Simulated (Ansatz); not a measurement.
**What a change does: single-point calculation on AlNH$_{3}$O**

System: AlNH$_{3}$O, multiplicity 2, SMILES [NH2][AlH][O].
Method of run 1: UHF-MP2, frozen core/def2-TZVP (Ansatz 0.2.0).

Text and figures count atoms from 1; the logs count them from 0 in places.

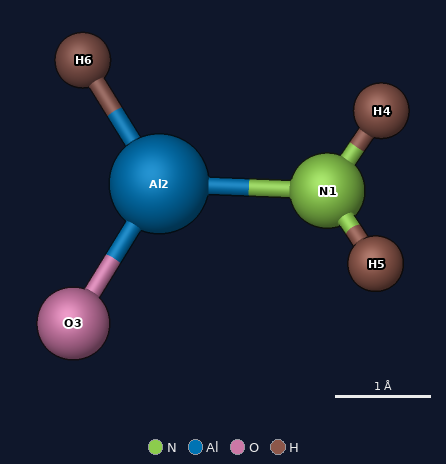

Figure 1. The structure (ball-and-stick view, seen at a tilt; atoms are numbered from 1 in the order of the input). Sticks mark near contacts.

## The input, run 1
```yaml
crystal:
  periodic: [false, false, false]
  atoms:
    - { symbol: "N", position_ang: [-0.644932, 0.2666, -0.680772] }
    - { symbol: Al, position_ang: [0.690515, -0.056689, 0.441999] }
    - { symbol: O, position_ang: [1.546256, -1.575066, 0.289584] }
    - { symbol: H, position_ang: [-1.036299, 1.198, -0.794901] }
    - { symbol: H, position_ang: [-0.802919, -0.259362, -1.536145] }
    - { symbol: H, position_ang: [1.151236, 0.935301, 1.56284] }
magnetization:
  spin_polarized: true
  initial_magnetization: 1
basis:
  gaussian: { orbitals: def2-TZVP }
hamiltonian:
  xc: hf
output:
  forces: true
correlation:
  method: mp2
scf:
  omitted_lower_state_checks: [cluster_reference]
```

Launched with:
```bash
ansatz run input.yaml --threads 1 --pin off --max-ram 2560MiB --backend cpu --events-out ev --progress --plain --runs-dir out
```

Hardware: 1 thread of Arm Neoverse N1, 98 GiB of memory available, shared host.

## Output (run 1)
```
Engine: ansatz 0.2.0, aarch64-unknown-linux-gnu
Functional definition: HF
  exchange = exact_x
  correlation = 0
these checks for a lower state are left out or cut short: cluster_reference
774 factors; integrals over basis functions are off by at most 1.3e-3 eV
mean field evaluation 1: about -10140.5945 eV, gradient 3.9e1 eV
mean field evaluation 2: about -10140.6026 eV, gradient 3.9e1 eV
mean field evaluation 4: about -10150.2988 eV, gradient 8.1e0 eV
mean field evaluation 8: about -10151.7845 eV, gradient 9.9e-1 eV
mean field evaluation 16: about -10151.9159 eV, gradient 6.6e-3 eV
mean field evaluation 32: about -10151.9118 eV, gradient 7.4e-2 eV
mean field evaluation 64: about -10144.7835 eV, gradient 7.1e0 eV
mean field evaluation 96: about -10151.9155 eV, gradient 3.6e-1 eV
mean field -10151.91595066 eV, -373.0760299708 hartree, gradient 2.6e-6 eV, S^2 0.757396; 8 other end points of the search recorded, 0 dependent functions left out
7 core orbitals not correlated: weight in the atoms' cores, before any rotation towards them, 1.000 or more for the frozen orbitals, at most 0.000 for the correlated occupied ones
reference -10151.91595066 eV, -373.0760299708 hartree; 9, 8 occupied and 101, 102 virtual orbitals, 774 factors
second order -12.78983063 eV of doubles, -0.00000000 eV of singles
the calculation of the forces begins
Total energy: -10164.70578128 eV, -373.5460475771 hartree
Atom 0 at    -0.644932     0.266600    -0.680772 Å, force     0.046100     0.209142    -0.405680 eV/Å
Atom 1 at     0.690515    -0.056689     0.441999 Å, force    -0.028739     0.026652    -0.068445 eV/Å
Atom 2 at     1.546256    -1.575066     0.289584 Å, force    -0.022151    -0.002160     0.017008 eV/Å
Atom 3 at    -1.036299     1.198000    -0.794901 Å, force     0.050398    -0.273964     0.120340 eV/Å
Atom 4 at    -0.802919    -0.259362    -1.536145 Å, force    -0.021038     0.060822     0.307200 eV/Å
Atom 5 at     1.151236     0.935301     1.562840 Å, force    -0.024569    -0.020492     0.029577 eV/Å
Dipole moment:    -0.263580     0.354697    -0.205593 e Å
Checks for a lower state left out: cluster_reference
```

The input of run 2 differs as follows (lines with − go, lines with + come):
```diff
-    - { symbol: Al, position_ang: [0.690515, -0.056689, 0.441999] }
-    - { symbol: O, position_ang: [1.546256, -1.575066, 0.289584] }
-    - { symbol: H, position_ang: [-1.036299, 1.198, -0.794901] }
-    - { symbol: H, position_ang: [-0.802919, -0.259362, -1.536145] }
-    - { symbol: H, position_ang: [1.151236, 0.935301, 1.56284] }
+    - { symbol: Al, position_ang: [0.519332, -0.158537, 0.588991] }
+    - { symbol: O, position_ang: [1.295563, -1.724225, 0.504861] }
+    - { symbol: H, position_ang: [-1.14575, 1.150617, -0.718121] }
+    - { symbol: H, position_ang: [-0.910054, -0.321055, -1.466667] }
+    - { symbol: H, position_ang: [0.89563, 0.783213, 1.782346] }
```

Predict how the results change.

On the same kind of shared host run 2 took about 99 times as long.

## Output (run 2)
```
Engine: ansatz 0.2.0, aarch64-unknown-linux-gnu
Functional definition: HF
  exchange = exact_x
  correlation = 0
these checks for a lower state are left out or cut short: cluster_reference
775 factors; integrals over basis functions are off by at most 1.3e-3 eV
mean field evaluation 1: about -10140.8999 eV, gradient 4.0e1 eV
mean field evaluation 2: about -10140.9081 eV, gradient 4.0e1 eV
mean field evaluation 4: about -10150.7426 eV, gradient 7.1e0 eV
mean field evaluation 8: about -10151.7551 eV, gradient 1.1e0 eV
mean field evaluation 16: about -10151.9430 eV, gradient 2.3e-4 eV
mean field evaluation 32: about -10151.9389 eV, gradient 7.4e-2 eV
mean field evaluation 64: about -10146.0682 eV, gradient 3.6e0 eV
mean field evaluation 96: about -10151.7424 eV, gradient 1.1e0 eV
mean field -10151.94303014 eV, -373.0770251236 hartree, gradient 4.4e-6 eV, S^2 0.757367; 8 other end points of the search recorded, 0 dependent functions left out
7 core orbitals not correlated: weight in the atoms' cores, before any rotation towards them, 1.000 or more for the frozen orbitals, at most 0.000 for the correlated occupied ones
reference -10151.94303014 eV, -373.0770251236 hartree; 9, 8 occupied and 101, 102 virtual orbitals, 775 factors
second order -12.78479040 eV of doubles, -0.00000000 eV of singles
the calculation of the forces begins
Total energy: -10164.72782054 eV, -373.5468575050 hartree
Atom 0 at    -0.644932     0.266600    -0.680772 Å, force    -0.129353     0.051214    -0.138078 eV/Å
Atom 1 at     0.519332    -0.158537     0.588991 Å, force    -0.130381     0.046626    -0.143486 eV/Å
Atom 2 at     1.295563    -1.724225     0.504861 Å, force    -0.003455     0.004316    -0.001372 eV/Å
Atom 3 at    -1.145750     1.150617    -0.718121 Å, force     0.174360    -0.313373     0.008960 eV/Å
Atom 4 at    -0.910054    -0.321055    -1.466667 Å, force     0.090658     0.211982     0.276786 eV/Å
Atom 5 at     0.895630     0.783213     1.782346 Å, force    -0.001830    -0.000764    -0.002809 eV/Å
Dipole moment:    -0.314074     0.335112    -0.182433 e Å
Checks for a lower state left out: cluster_reference
```

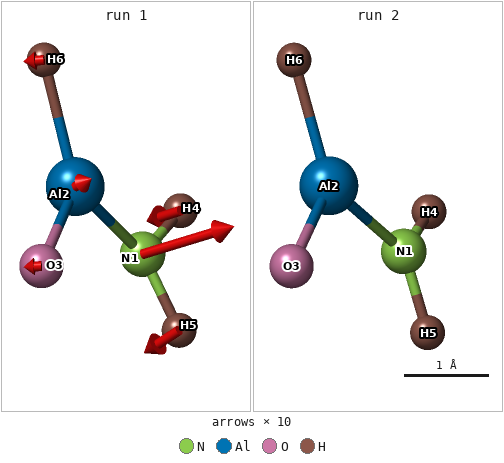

Figure 2. The two input geometries at one scale (ball-and-stick view, seen at a tilt). The red arrows on the first give the shifts of the atoms after the best rigid fit, magnified 10 times. The largest move after the best rigid fit is that of N1, 0.13 Å. By element the largest moves are N 0.13 Å, H 0.06 Å, Al 0.03 Å, O 0.02 Å.

## The two runs side by side

```tsv
quantity	run 1	run 2
outcome	converged	converged
total energy (hartree)	−373.546048	–
⟨S²⟩	0.757	–
largest force (eV/Å)	0.459	–
wall time (shared host)	26 s	43 min
```
